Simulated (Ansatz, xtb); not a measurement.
## Group exchange: HOI + SiH3(CH3) → SiH3(OH) + CH3I

Species: HOI `OI`, singlet; SiH3(CH3) (methylsilane), singlet; SiH3(OH) (silanol), singlet; CH3I (methyl iodide) `CI`, singlet. The partners trade I for SiH3: O–I and C–SiH3 bonds give way to O–SiH3 and C–I.

Shapes, held fixed at every level: PBE0-D4/def2-TZVP. Programs: Ansatz 0.2.0, xtb 6.7.1. The zero-point and thermal change to 298 K, harmonic and unscaled (PBE0-D4/def2-TZVP), is +3.6 kJ/mol.

| level | kind | ΔH(298 K) (kJ/mol) | less CCSD(T)/def2-TZVPP |
| --- | --- | --- | --- |
| GFN2-xTB | semi-empirical | -223.3 | -36.0 |
| SPW92/def2-TZVPP | LDA | -168.9 | +18.4 |
| r2SCAN-D4/def2-TZVPP | meta-GGA | -178.2 | +9.1 |
| B3LYP-D4/def2-TZVPP | global hybrid | -175.7 | +11.6 |
| BHLYP-D4/def2-TZVPP | global hybrid | -191.6 | -4.3 |
| wB97M-V/def2-TZVPP | range-separated hybrid | -179.7 | +7.6 |
| wB97X-V/def2-TZVPP | range-separated hybrid | -178.6 | +8.7 |
| CCSD/def2-TZVPP | coupled cluster or CI | -191.1 | -3.8 |
| CCSD(T)/def2-TZVPP | coupled cluster or CI | -187.3 | 0.0 |

The highest level, CCSD(T)/def2-TZVPP, gives ΔH(298 K) = -187.3 kJ/mol; the levels span -223.3 to -168.9. The column of differences is taken from that level and isn't an error. No measured value is set beside it here. For atoms past krypton def2 sets carry core potentials with scalar relativity. Correlated rows may include outer-core shells of I, which these sets cover unevenly.

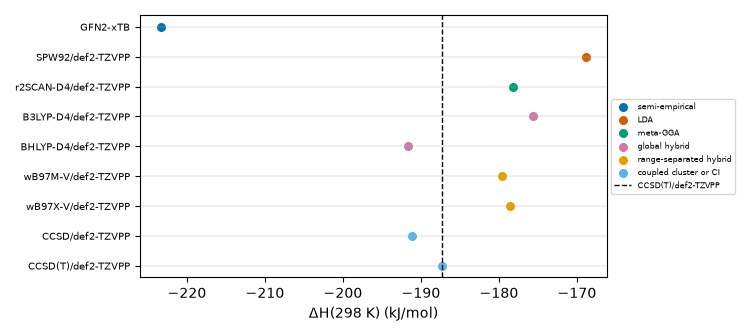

The values of the table, level by level.
